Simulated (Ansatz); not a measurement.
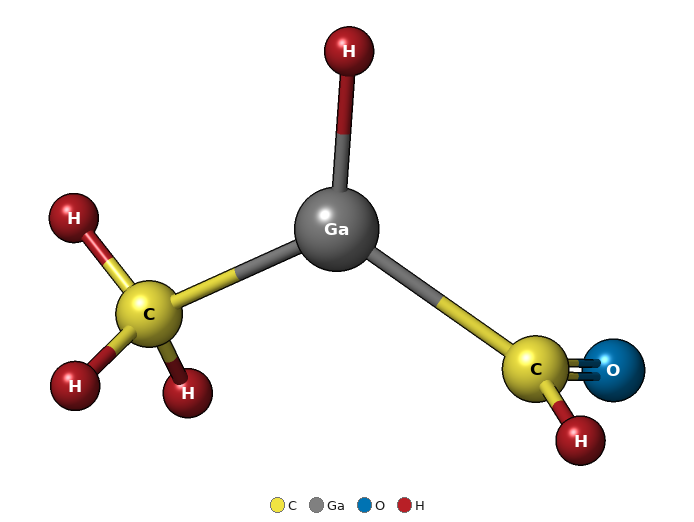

Harmonic vibrations computed with RKS PBE0-D4/def2-TZVP (Ansatz 0.2.0) at a stationary point of the same level.

Question: Minimum or transition state?

Answer: A minimum: no imaginary frequency, and the lowest mode lies at 35 cm⁻¹.

Question: How many vibrational modes are there, and where do they lie?

Answer: 21 modes: 35, 50, 115, 169, 394, 532, 556, 589, 707, 771, 831, 1223, 1382, 1443, 1449, 1736, 1952, 2801, 3050, 3129, 3157 cm⁻¹.
